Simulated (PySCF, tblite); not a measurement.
# C6H7BOS: geometry, infrared bands and NMR shifts

Wanted: the infrared bands and NMR shifts of C6H7BOS (`Bc1c(C)sccc1=O`), by calculation.

The runs use tblite 0.8.0 and PySCF 2.14.0, with density-fitted response routines of our own; the level of theory stands in each step. All values are computed, except where a source is named. Atoms count from 0, in the outputs and in this text.

## (1) Starting geometry

16 atoms, charge 0, multiplicity 1; geometry from: force field or distance geometry start.

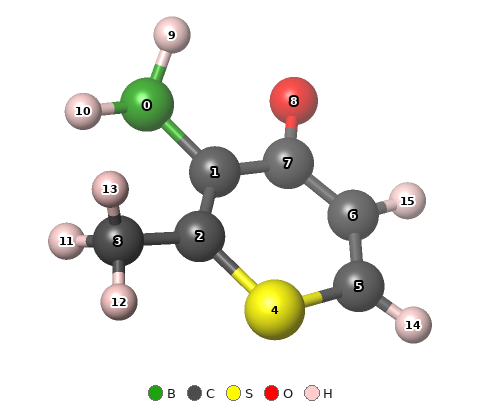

The starting geometry (boron green, carbon dark grey, sulfur yellow, oxygen red, hydrogen pink), atoms numbered.

## (2) Optimising the geometry with GFN2-xTB

The job: settings as JSON, then the geometry in Å.

```
{"job": {"kind": "relax", "xc": "GFN2-xTB", "basis": "xTB"}, "charge": 0, "multiplicity": 1}
B     -0.975000     1.627600    -0.896900
C     -0.041100     0.521500    -0.312300
C     -0.616900    -0.614600     0.222100
C     -2.112100    -0.768100     0.214100
S      0.419200    -1.819700     0.870500
C      2.060000    -1.330200     0.706500
C      2.276800    -0.103500     0.118100
C      1.327200     0.739300    -0.334700
O      1.714600     1.829400    -0.854800
H     -0.688800     2.748100    -0.574600
H     -2.172600     1.447800    -0.860500
H     -2.503000    -0.691900    -0.817700
H     -2.298500    -1.810800     0.578800
H     -2.597300    -0.013500     0.829000
H      2.874200    -1.953200     1.062300
H      3.325700     0.200600     0.038700
```

Command:

```sh
$ OMP_NUM_THREADS=1 python probes_run.py task.json out
```

One launch serves the whole session: the jobs run in the order shown.

Log:

```text
step      E/eV     max force
  0    -676.63692    5.989
  1    -677.16149    3.518
  2    -677.40782    1.419
  3    -677.52487    0.921
  4    -677.63899    0.804
  5    -677.69945    0.586
  6    -677.72491    0.453
  7    -677.74453    0.396
  8    -677.75719    0.306
  9    -677.77159    0.383
 10    -677.78438    0.385
 11    -677.79366    0.239
 12    -677.80099    0.219
 13    -677.80733    0.184
 14    -677.81241    0.214
 15    -677.81629    0.170
 16    -677.81927    0.129
 17    -677.82162    0.117
 18    -677.82336    0.109
 19    -677.82439    0.086
 20    -677.82502    0.063
 21    -677.82561    0.065
 22    -677.82621    0.074
 23    -677.82670    0.058
 24    -677.82704    0.052
 25    -677.82732    0.044
 26    -677.82763    0.068
 27    -677.82799    0.066
 28    -677.82832    0.040
 29    -677.82861    0.043
 30    -677.82893    0.046
 31    -677.82932    0.068
 32    -677.82973    0.070
 33    -677.83010    0.049
 34    -677.83042    0.047
 35    -677.83073    0.049
 36    -677.83107    0.053
 37    -677.83142    0.054
 38    -677.83179    0.048
 39    -677.83219    0.051
 40    -677.83261    0.065
 41    -677.83303    0.075
 42    -677.83341    0.071
 43    -677.83380    0.058
 44    -677.83427    0.050
 45    -677.83479    0.053
 46    -677.83526    0.059
 47    -677.83558    0.053
 48    -677.83581    0.040
 49    -677.83600    0.040
 50    -677.83621    0.038
 51    -677.83646    0.051
 52    -677.83674    0.052
 53    -677.83699    0.048
 54    -677.83716    0.028
 55    -677.83726    0.037
 56    -677.83737    0.037
 57    -677.83749    0.045
 58    -677.83772    0.044
 59    -677.83785    0.034
 60    -677.83807    0.037
 61    -677.83830    0.045
 62    -677.83862    0.049
 63    -677.83891    0.045
 64    -677.83917    0.033
 65    -677.83941    0.039
 66    -677.83970    0.051
 67    -677.84008    0.059
 68    -677.84044    0.089
 69    -677.84092    0.046
 70    -677.84132    0.043
 71    -677.84164    0.040
 72    -677.84181    0.036
 73    -677.84198    0.038
 74    -677.84207    0.024
 75    -677.84216    0.020
 76    -677.84223    0.019
 77    -677.84228    0.015
 78    -677.84232    0.016
 79    -677.84237    0.018
 80    -677.84242    0.019
 81    -677.84247    0.017
 82    -677.84253    0.016
 83    -677.84259    0.016
 84    -677.84266    0.022
 85    -677.84276    0.026
 86    -677.84287    0.024
 87    -677.84298    0.026
 88    -677.84310    0.035
 89    -677.84324    0.039
 90    -677.84343    0.041
 91    -677.84370    0.048
 92    -677.84403    0.047
 93    -677.84429    0.032
 94    -677.84443    0.026
 95    -677.84450    0.024
 96    -677.84456    0.029
 97    -677.84466    0.021
 98    -677.84476    0.013
 99    -677.84481    0.016
100    -677.84486    0.018
101    -677.84490    0.021
102    -677.84495    0.017
103    -677.84497    0.010
104    -677.84498    0.008
```

It took 0.76 s on 1 thread of Arm Neoverse V1, shared host; peak memory 0.18 GiB.

Along the way: (not every step is listed)

```
step  energy from step 0 (eV)  largest force (eV/Å)
   0                   0.0000                5.9885
   1                  -0.5246                3.5179
   2                  -0.7709                1.4192
   3                  -0.8879                0.9208
   4                  -1.0021                0.8040
   5                  -1.0625                0.5859
   6                  -1.0880                0.4535
   7                  -1.1076                0.3957
   8                  -1.1203                0.3055
  17                  -1.1847                0.1175
  26                  -1.1907                0.0676
  35                  -1.1938                0.0485
  44                  -1.1973                0.0501
  53                  -1.2001                0.0477
  62                  -1.2017                0.0487
  71                  -1.2047                0.0399
  80                  -1.2055                0.0190
  89                  -1.2063                0.0394
  98                  -1.2078                0.0132
  99                  -1.2079                0.0161
 100                  -1.2079                0.0181
 101                  -1.2080                0.0210
 102                  -1.2080                0.0166
 103                  -1.2080                0.0102
 104                  -1.2081                0.0079
```

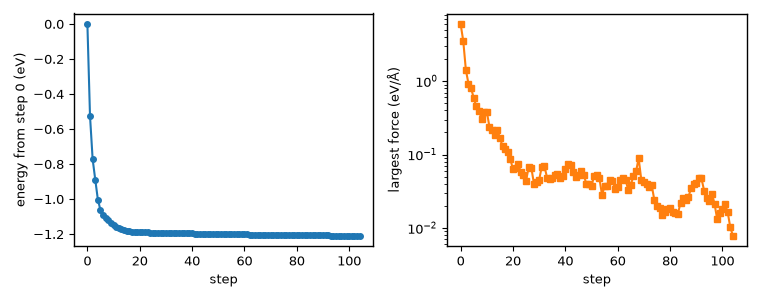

Energy and force, step by step.

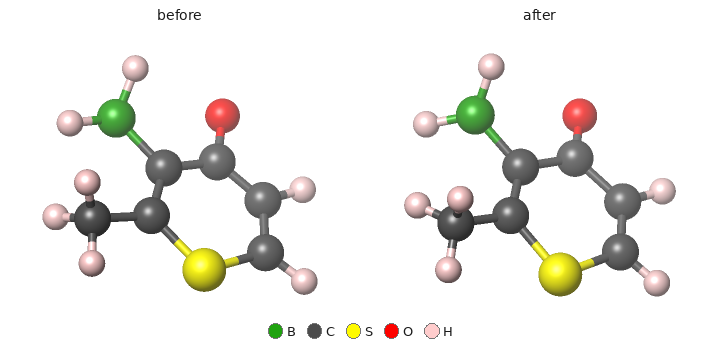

The geometry before (left) and after (right).

Distances of close pairs at the start and the end, largest changes first:

```
  bond  before (Å)  after (Å)  change (Å)
 C6–C7       1.348      1.459      +0.111
 C1–C7       1.386      1.473      +0.087
B0–H10       1.212      1.169      -0.043
 C7–O8       1.268      1.226      -0.043
 C5–C6       1.378      1.337      -0.041
 B0–H9       1.201      1.166      -0.035
C3–H12       1.120      1.088      -0.032
 C2–S4       1.716      1.747      +0.031
```

The final coordinates are the input of the step that follows.

## (3) Infrared spectrum with GFN2-xTB

The job: settings as JSON, then the geometry in Å.

```
{"job": {"kind": "ir", "xc": "GFN2-xTB", "basis": "xTB"}, "charge": 0, "multiplicity": 1}
B     -1.007328     1.714458    -0.826608
C     -0.100539     0.561231    -0.295517
C     -0.598495    -0.590495     0.208629
C     -2.065113    -0.852869     0.343387
S      0.366243    -1.901847     0.843015
C      1.971370    -1.295242     0.684871
C      2.286361    -0.111978     0.148608
C      1.339733     0.847966    -0.408947
O      1.738797     1.861921    -0.970345
H     -0.851968     2.791217    -0.407503
H     -1.813330     1.508129    -1.647193
H     -2.601698    -0.431316    -0.503389
H     -2.260652    -1.921488     0.407513
H     -2.448753    -0.381355     1.248619
H      2.714045    -1.977971     1.068761
H      3.323728     0.188584     0.094688
```

Log:

```text
mode    cm-1     km/mol
  1      64.6      7.55
  2      77.2      2.24
  3     116.7      0.63
  4     138.0      8.80
  5     218.4      1.35
  6     247.9      3.71
  7     308.3      5.44
  8     342.6      0.50
  9     370.8      3.68
 10     411.3      3.46
 11     458.3      4.31
 12     484.2      4.42
 13     606.3     17.58
 14     633.3      0.54
 15     690.6      2.45
 16     760.2     15.40
 17     787.9      6.68
 18     792.4     53.01
 19     818.6     87.35
 20     852.4      7.11
 21     899.0      1.12
 22    1015.0     14.67
 23    1022.5      8.01
 24    1063.9      1.74
 25    1122.0      8.28
 26    1151.9     12.89
 27    1179.3     52.59
 28    1238.9     75.24
 29    1302.3     54.36
 30    1397.4     22.10
 31    1452.8      8.21
 32    1468.2      8.21
 33    1557.1     87.36
 34    1607.6    262.87
 35    1635.7    350.21
 36    2644.4     99.45
 37    2697.7     72.43
 38    2997.7      8.57
 39    3033.0      8.29
 40    3039.6      4.35
 41    3069.7      2.72
 42    3081.9      9.13
```

Run time: 0.59 s. Hardware: 1 thread of Arm Neoverse V1, shared host; peak memory 0.18 GiB.

Which atoms move in the most intense modes:

```
cm⁻¹  km/mol                                atoms
 819    87.3  H10 21 %, B0 15 %, C1 14 %, H9 13 %
1239    75.2           H15 33 %, C7 29 %, C1 20 %
1302    54.4  H14 31 %, C6 19 %, C7 18 %, C5 14 %
1557    87.4                     C2 40 %, C1 39 %
1608   262.9                     C6 45 %, C5 33 %
1636   350.2                     C7 58 %, O8 37 %
2644    99.5                    H10 78 %, H9 17 %
2698    72.4           H9 76 %, H10 14 %, B0 11 %
```

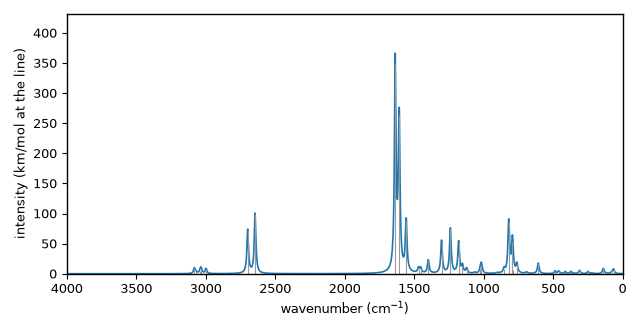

The infrared spectrum from these modes, unscaled. Lines are broadened to a width of 14 cm⁻¹ (Lorentzian).

## (4) NMR shieldings: PBE0/pcSseg-1

Same as in step 3 but for these lines:

```diff
@@ -1,2 +1,2 @@
-{"job": {"kind": "ir", "xc": "GFN2-xTB", "basis": "xTB"}, "charge": 0, "multiplicity": 1}
+{"job": {"kind": "nmr", "xc": "PBE0", "basis": "pcSseg-1"}, "charge": 0, "multiplicity": 1}
 B     -1.007328     1.714458    -0.826608
```

Level: GIAO PBE0/pcSseg-1 NMR shielding, non-relativistic, gas phase.

Log:

```text
coarse grid: 14656 points
cycle   1  E = -730.2509447637  dE =  1.558e+00  |g| = 8.571e-01  |ddm| = 4.052e+00
cycle   2  E = -727.9094404903  dE =  2.342e+00  |g| = 2.786e+00  |ddm| = 4.228e+00
cycle   3  E = -730.3707430891  dE = -2.461e+00  |g| = 4.026e-01  |ddm| = 3.957e+00
cycle   4  E = -730.4105151354  dE = -3.977e-02  |g| = 1.650e-01  |ddm| = 6.617e-01
cycle   5  E = -730.4164427212  dE = -5.928e-03  |g| = 5.957e-02  |ddm| = 2.160e-01
cycle   6  E = -730.4171953197  dE = -7.526e-04  |g| = 2.378e-02  |ddm| = 7.514e-02
cycle   7  E = -730.4173328568  dE = -1.375e-04  |g| = 9.193e-03  |ddm| = 3.058e-02
cycle   8  E = -730.4173480130  dE = -1.516e-05  |g| = 3.847e-03  |ddm| = 1.106e-02
cycle   9  E = -730.4173518172  dE = -3.804e-06  |g| = 1.169e-03  |ddm| = 6.613e-03
final grid: 139016 points
cycle  10  E = -730.4834640761  dE = -1.618e-05  |g| = 1.438e-02  |ddm| = 4.155e-02
cycle  11  E = -730.4833439092  dE =  1.202e-04  |g| = 2.840e-02  |ddm| = 4.512e-02
cycle  12  E = -730.4835064402  dE = -1.625e-04  |g| = 3.159e-03  |ddm| = 3.278e-02
cycle  13  E = -730.4835086709  dE = -2.231e-06  |g| = 5.771e-04  |ddm| = 4.089e-03
cycle  14  E = -730.4835087535  dE = -8.254e-08  |g| = 2.695e-04  |ddm| = 1.030e-03
cycle  15  E = -730.4835087727  dE = -1.924e-08  |g| = 6.805e-05  |ddm| = 3.482e-04
cycle  16  E = -730.4835087738  dE = -1.085e-09  |g| = 2.108e-05  |ddm| = 8.394e-05
cycle  17  E = -730.4835087739  dE = -1.032e-10  |g| = 5.492e-06  |ddm| = 2.442e-05
converged SCF energy = -730.4835087739

GIAO shielding tensors (ppm)
atom      isotropic    diamagn.    paramagn.     s11        s22        s33       span
  0 B       18.186     193.660    -175.473    -46.302    -31.430    132.291    178.593
  1 C       32.643     256.957    -224.314    -44.392     -4.573    146.894    191.286
  2 C       26.970     265.021    -238.051    -73.722     14.378    140.255    213.978
  3 C      163.423     246.744     -83.321    149.434    153.523    187.311     37.878
  4 S      359.952    1057.978    -698.026     90.519    416.719    572.619    482.100
  5 C       44.286     263.871    -219.585    -68.420     51.421    149.856    218.276
  6 C       49.582     254.668    -205.086    -47.709     42.946    153.508    201.217
  7 C        2.047     244.032    -241.985    -85.661    -15.199    106.999    192.660
  8 O     -254.323     399.043    -653.366   -796.580   -309.663    343.273   1139.853
  9 H       23.515      30.453      -6.938     16.025     26.303     28.216     12.191
 10 H       23.458      30.583      -7.125     15.189     25.893     29.293     14.103
 11 H       29.104      29.803      -0.699     24.576     27.714     35.022     10.446
 12 H       29.716      29.121       0.595     24.673     29.652     34.824     10.150
 13 H       29.520      28.585       0.934     25.936     26.864     35.758      9.823
 14 H       24.314      29.374      -5.061     21.315     23.597     28.029      6.714
 15 H       24.782      29.455      -4.673     22.787     23.499     28.059      5.272
```

Run time: 47 s. Hardware: 1 thread of Arm Neoverse V1, shared host; peak memory 0.8 GiB.

Shifts follow as δ = σ(reference) − σ, with reference shieldings (ppm) from runs at the same level and on the same kind of geometry: ¹H TMS 31.72, ¹³C TMS 186.9, ¹⁷O H2O 336.1, ¹¹B BF3·OEt2 100.1, ³³S CS2 504. The references are single molecules in the gas phase, so shifts against H2O, NH3, PH3, H3PO4 or CFCl3 are not on the usual liquid scales and can be off by tens of ppm. Atoms listed in one row are averaged.

```
        atoms                                          environment  σ (ppm)  δ (ppm)  δ scaled to CDCl3
           C7                                 ring carbonyl carbon      2.0    184.9              178.5
           C2  substituted aromatic carbon next to the ring sulfur     27.0    160.0              149.8
           C1                          substituted aromatic carbon     32.6    154.3              148.7
           C5                  aromatic CH next to the ring sulfur     44.3    142.6              132.9
           C6                                          aromatic CH     49.6    137.3              132.1
           C3                    methyl carbon on an aromatic ring    163.4     23.5               21.0
      H9, H10                      hydrogen on a boron bonded to C    23.49     8.23                  –
          H14   hydrogen on an aromatic CH next to the ring sulfur    24.31     7.40               7.08
          H15                           hydrogen on an aromatic CH    24.78     6.94               6.64
H11, H12, H13      hydrogen on a methyl carbon on an aromatic ring    29.45     2.27               2.25
           B0                               boron bonded to C, 2 H     18.2     81.9                  –
           S4                                 aromatic ring sulfur      360      144                  –
           O8                                      carbonyl oxygen   -254.3    590.4                  –
```

The scaled column applies a straight-line fit of computed shieldings to shifts measured in CDCl3, with any fitted terms for Cl, Br or S neighbours (root-mean-square error 0.16 ppm for H, 1.9 ppm for C).

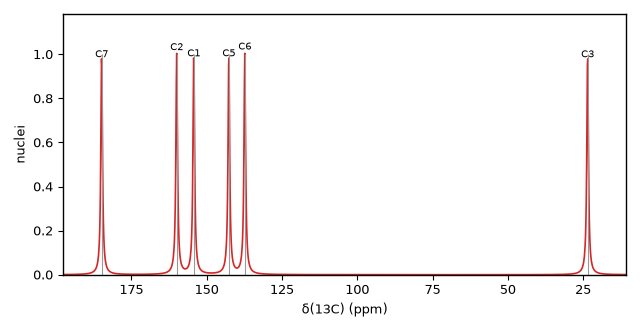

¹³C lines at the computed shifts, without couplings. Lines are broadened to a width of 0.65 ppm (Lorentzian).

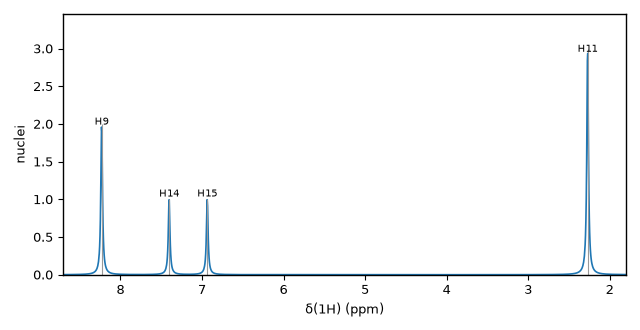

¹H lines at the computed shifts, without couplings. Lines are broadened to a width of 0.02 ppm (Lorentzian).

The run also stored atomic charges by several schemes (e):

```
atoms  Mulliken    IAO  Hirshfeld  ESP fit
   B0      0.26   0.07       0.15     0.38
   C1     -0.22  -0.20      -0.09    -0.34
   C2     -0.46  -0.07       0.01     0.21
   C3     -0.17  -0.43      -0.11    -0.63
   S4      0.32   0.31       0.11    -0.04
   C5     -0.23  -0.26      -0.05    -0.11
   C6     -0.09  -0.20      -0.06    -0.44
   C7      0.27   0.34       0.12     0.69
   O8     -0.40  -0.46      -0.26    -0.53
```

Mulliken charges:

B0 0.26; C1 -0.22; C2 -0.46; C3 -0.17; S4 0.32; C5 -0.23; C6 -0.09; C7 0.27; O8 -0.40; H9 0.01; H10 -0.01; H11 0.15; H12 0.13; H13 0.16; H14 0.15; H15 0.12

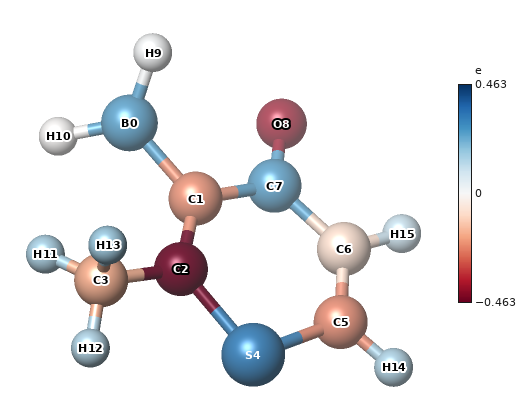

Mulliken charges, as colours on the atoms.

Mayer bond orders: B0–C1 0.95, C1–C2 1.55, C2–C3 1.08, C2–S4 1.13, S4–C5 1.10, C5–C6 1.70, C6–C7 1.13, C7–O8 1.85, C7–C1 1.06.

Ring of atoms C1, C2, S4, C5, C6, C7: NICS(0) -1.4, NICS(1) -4.1, NICS(1)zz -6.6 ppm (means of both faces).

## (5) Outcome

```
                                                              quantity                                        value
                             strongest single infrared mode (GFN2-xTB)                        1636 cm⁻¹, 350 km/mol
                                          zero-point energy (GFN2-xTB)                                69.8 kcal/mol
                                ¹³C shifts against TMS (PBE0/pcSseg-1)  184.9, 160.0, 154.3, 142.6, 137.3, 23.5 ppm
¹H shifts against TMS (PBE0/pcSseg-1, means over atoms taken as alike)                   8.23, 7.40, 6.94, 2.27 ppm
                           ¹¹B shifts against BF3·OEt2 (PBE0/pcSseg-1)                                     81.9 ppm
                                ³³S shifts against CS2 (PBE0/pcSseg-1)                                      144 ppm
                                ¹⁷O shifts against H2O (PBE0/pcSseg-1)                                    590.4 ppm
```

**Reading.** Relaxing lowered the energy by 1.208 eV in 104 steps; the close pair that moved most is C6–C7, from 1.348 to 1.459 Å. No mode is imaginary among the 42: a minimum at this level. The strongest single mode, at 1636 cm⁻¹, moves mainly C7 and O8. Unscaled tight-binding wavenumbers are off by several per cent, some by more. Its intensities can rank the bands wrongly. At PBE0/pcSseg-1: The widest tensor belongs to O8: span 1140 ppm, with a paramagnetic part of -653 ppm.
